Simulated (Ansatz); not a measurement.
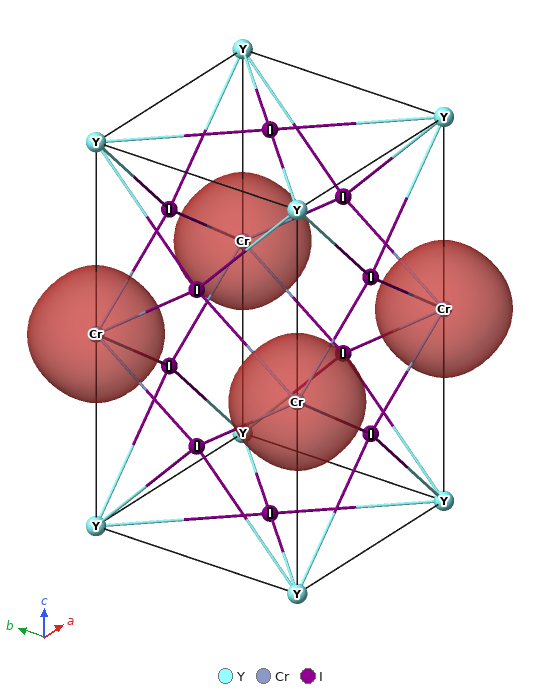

Figure 1: YCrI5. Isosurface of the spin density at +0.04 e/Å³ (red), seen at an oblique angle. Sticks mark near contacts.

Space group P4/mmm; a structure generated by program, which may or may not match a known phase; spin-polarised.

Level of theory: Ansatz, DFT PBE, scalar-relativistic, plane waves, PAW.

Core electrons are frozen (PAW), and the valence fields are smoothed inside the atomic spheres.

Which atoms carry the moments, and with what signs?

Answer. The spin density sits on Cr: +4.1 μB in one cell of 7 atoms, with smaller moments on other sites: Y (up to +0.16 μB) and I (up to −0.08 μB): parallel main moments, as they must be, since the calculation's own cell holds one magnetic site. The cell of the calculation (7 atoms) carries 4.3 μB of net spin moment.
